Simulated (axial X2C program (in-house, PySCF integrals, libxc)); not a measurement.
# TaN⁻: properties at the nuclei

Aim: properties at the nuclei of TaN⁻, with spin–orbit coupling in the Hamiltonian from the start.

Method: two-component X2C with atomic mean-field terms, Ta dyall-acv3z, N dyall-av3z; program: an in-house X2C program for linear molecules on PySCF integrals.

All values are calculated.

### 1 The job

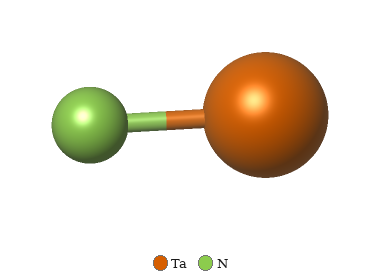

The two atoms at 1.860 Å (tantalum orange, nitrogen green).

Input file task.json:

```json
{"zs": [73, 7], "q": -1, "bas": ["dyall-acv3z", "dyall-av3z"], "r0": 1.86, "levels": ["PBE0", "HF", "B3LYP", "PBE50", "BP86"], "nst": 3}
```

Keys: zs atomic numbers; q charge; bas basis sets; r0 starting distance in Å; levels methods (HF also brings MP2); nst determinants followed.

Started as:

```bash
$ python soeom.py task.json out
```

Nuclei are Gaussian, cores are contracted, and the Gaunt term is on.

### 2 Expectation values, lowest determinant

R = 1.692 Å. State: Ω = 3/2 (excess of +ω over −ω: ω = 3/2).

Output of the PBE0 run:

```text
two-component X2C + atomic mean field  PBE0
basis functions 251  fitting functions 1247  grid points 5075
iter        total energy     max residual
   1     -15658.297529038     3.45e-06
   2     -15658.297529039     1.05e-05
   3     -15658.297529041     2.96e-06
converged
one-electron -21810.28910530  Coulomb 6333.02173773  exact exchange -80.51948981  xc functional -246.97743145  nuclear repulsion 159.81652174  atomic mean-field constant -13.34976195
```

The highest occupied spinor is 94% Ta d, 3% N d.

```csv
level,Eeff magnitude (GV/cm),Ws magnitude Ta (kHz),A∥/gI Ta (MHz),qzz Ta (a.u.),A∥/gI N (MHz),qzz N (a.u.)
PBE0,2.87,2.34,273,-5.83,2.38,-0.51
HF,42.1,29.9,-130,-3.10,24.6,-0.69
B3LYP,1.08,1.17,427,-6.10,3.17,-0.51
PBE50,10,7.25,147,-5.34,1.96,-0.56
BP86,0.85,0.909,372,-6.44,2.6,-0.48
```

Eeff is the effective electric field on the electron dipole moment in this Ω state and Ws the scalar–pseudoscalar constant (defined with the proton number Z and per Ω); A∥ is the parallel hyperfine constant, which follows by multiplying with the nuclear g factor gI = μI/(I μN); qzz is the electric field gradient, eQq0 = 234.96 MHz × Q/barn × qzz. The operators were transformed with the bare-nucleus X2C matrices.

### 3 Expectation values, a higher determinant

R = 1.692 Å. State: Ω = 5/2 (excess of +ω over −ω: ω = 5/2), 0.39 eV above the lowest in the PBE0 search for states (made at or near this distance, with looser thresholds).

Output of the PBE0 run:

```text
two-component X2C + atomic mean field  PBE0
basis functions 251  fitting functions 1247  grid points 5075
iter        total energy     max residual
   1     -15658.283091501     3.96e-06
   2     -15658.283091505     5.98e-06
   3     -15658.283091506     5.63e-06
converged
one-electron -21809.81036533  Coulomb 6332.54781868  exact exchange -80.51734255  xc functional -246.96996210  nuclear repulsion 159.81652174  atomic mean-field constant -13.34976195
```

The highest occupied spinor is 95% Ta d, 3% N d.

```csv
level,Eeff magnitude (GV/cm),Ws magnitude Ta (kHz),A∥/gI Ta (MHz),qzz Ta (a.u.),A∥/gI N (MHz),qzz N (a.u.)
PBE0,2.63,1.06,543,-6.29,0.477,-0.52
HF,32.6,13.3,855,-4.31,-21.6,-0.71
B3LYP,1.05,0.438,458,-6.58,0.419,-0.51
PBE50,4.69,1.92,603,-5.73,-1.62,-0.57
BP86,1.84,0.717,491,-6.98,2.07,-0.49
```

### 4 Expectation values, a higher determinant

R = 1.692 Å. State: Ω = 1/2 (excess of +ω over −ω: ω = 1/2), 1.00 eV above the lowest in the PBE0 search for states (made at or near this distance, with looser thresholds).

Output of the PBE0 run:

```text
two-component X2C + atomic mean field  PBE0
basis functions 251  fitting functions 1247  grid points 5075
iter        total energy     max residual
   1     -15658.260764184     4.71e-06
   2     -15658.260764189     8.28e-06
   3     -15658.260764190     4.14e-06
converged
one-electron -21803.63301901  Coulomb 6326.29329751  exact exchange -80.49285048  xc functional -246.89495200  nuclear repulsion 159.81652174  atomic mean-field constant -13.34976195
```

The highest occupied spinor is 64% Ta p, 20% Ta d, 14% N p.

```csv
level,Eeff magnitude (GV/cm),Ws magnitude Ta (kHz),A∥/gI Ta (MHz),qzz Ta (a.u.),A∥/gI N (MHz),qzz N (a.u.)
PBE0,8.1,18.3,2630,-8.30,24,-0.64
HF,23.5,46.1,4040,-7.03,58.3,-0.85
B3LYP,7.26,16.5,2080,-8.91,20.5,-0.65
PBE50,11.4,24.7,3040,-7.60,22.3,-0.70
BP86,5.55,13.2,2070,-9.25,25.5,-0.60
```

### 5 Summary of results

| quantity | value |
| --- | --- |
| lowest determinant | Ω = 3/2 (excess of +ω over −ω: ω = 3/2) |
| Eeff magnitude (GV/cm), PBE0 | 2.87 |
| Ws magnitude Ta (kHz), PBE0 | 2.34 |
| A∥/gI Ta (MHz), PBE0 | 273 |
| qzz Ta (a.u.), PBE0 | -5.83 |
| higher determinant | Ω = 5/2 (excess of +ω over −ω: ω = 5/2) |
| Eeff magnitude (GV/cm), PBE0, higher determinant | 2.63 |
| Ws magnitude Ta (kHz), PBE0, higher determinant | 1.06 |
| A∥/gI Ta (MHz), PBE0, higher determinant | 543 |
| qzz Ta (a.u.), PBE0, higher determinant | -6.29 |
| higher determinant | Ω = 1/2 (excess of +ω over −ω: ω = 1/2) |
| Eeff magnitude (GV/cm), PBE0, higher determinant | 8.1 |
| Ws magnitude Ta (kHz), PBE0, higher determinant | 18.3 |
| A∥/gI Ta (MHz), PBE0, higher determinant | 2630 |
| qzz Ta (a.u.), PBE0, higher determinant | -8.30 |

**Reading.** In the first state, the effective field runs from 0.85 to 42.1 GV/cm over the mean-field levels, so the levels don't agree on it. The expectation values come from single determinants, which for open shells can mix terms of unlike spin or miss the lowest Ω, so a determinant need not be a state. Eeff is the effective electric field on the electron dipole moment in this Ω state and Ws the scalar–pseudoscalar constant (defined with the proton number Z and per Ω); A∥ is the parallel hyperfine constant, which follows by multiplying with the nuclear g factor gI = μI/(I μN); qzz is the electric field gradient, eQq0 = 234.96 MHz × Q/barn × qzz. The operators were transformed with the bare-nucleus X2C matrices.
